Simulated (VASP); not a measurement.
Band structure of Ag₂O (cuprite). Level of theory: LDA (Ceperley-Alder, Perdew-Zunger) with spin-orbit coupling, VASP's LDA PAW potentials (set 64) (plane waves; VASP 6.6.1).

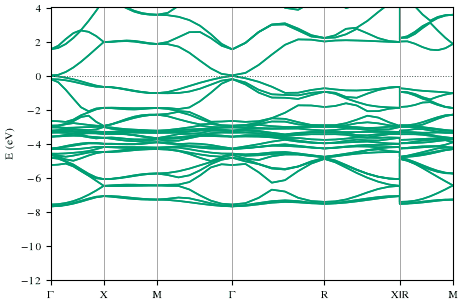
Bands along high-symmetry lines, zero at the valence-band maximum or, without a gap, the Fermi level

Q: Read the plot: is there a gap, and where are the band edges?

A: The gap is direct, 0.03 eV, from the valence maximum at Γ to the conduction minimum at Γ.

The compound is Ag2O in the cuprite structure. It was relaxed first, which changed the volume by -6 %.
